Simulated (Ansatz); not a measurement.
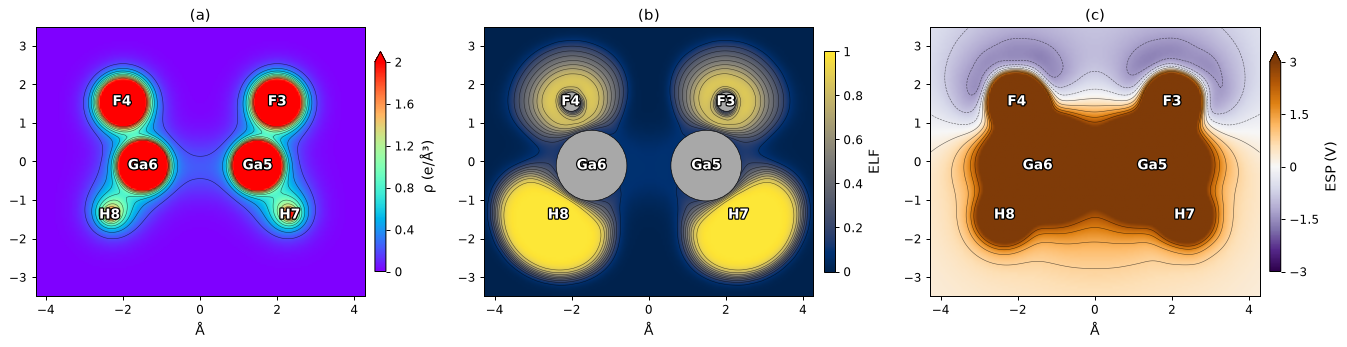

*F4Ga2H2. (a) total electron density; (b) ELF; (c) molecular electrostatic potential on the plane of atoms F4, Ga6 and H8. Grey discs cover the atomic cores in the ELF map.*

Geometry: PBE0-D4/def2-SVP.

Method: isolated molecule in a Gaussian basis; Kohn-Sham density functional theory, functional PBE0 in Ansatz.

Input

```
crystal:
  periodic: [false, false, false]
  atoms:
    - {symbol: F, position_ang: [0.925677, 0.104221, -1.457156]}
    - {symbol: F, position_ang: [1.917884, -1.313790, 0.272428]}
    - {symbol: F, position_ang: [-0.750889, -2.113705, -0.582927]}
    - {symbol: F, position_ang: [0.720104, 1.155437, 1.253353]}
    - {symbol: Ga, position_ang: [0.830017, -1.807762, -1.239164]}
    - {symbol: Ga, position_ang: [1.916460, 0.606686, 0.117080]}
    - {symbol: H, position_ang: [1.593444, -2.591259, -2.319318]}
    - {symbol: H, position_ang: [3.300398, 1.202313, -0.188480]}
basis:
  gaussian: {orbitals: def2-SVPD}
hamiltonian: {xc: pbe0}
output: {forces: true, orbitals: {seedname: orbitals}}
```

Launched as:

```sh
ansatz run input.yaml --threads 2 --pin off --max-ram 6090MiB --events-out events.jsonl --progress --plain --runs-dir runs
```

What does the map show?

- Atoms in the plane: F, Ga and H.
- Ga–F (1.74 Å): the density is about 0.86 e/Å³ at the midpoint; the ELF peaks at about 0.80 in the valence shell of F, 0.5 Å from its nucleus, and is about 0.15 at the midpoint.
- Ga–H (1.54 Å): ρ at the midpoint is about 1.1 e/Å³; the ELF climbs to about 1 towards the hydrogen.
- The ELF also peaks beside F3 and F4, away from the bonds: lone-pair regions.
- Outside the dense part of the molecule the potential is most negative (−1.6 V) near F3 and F4.
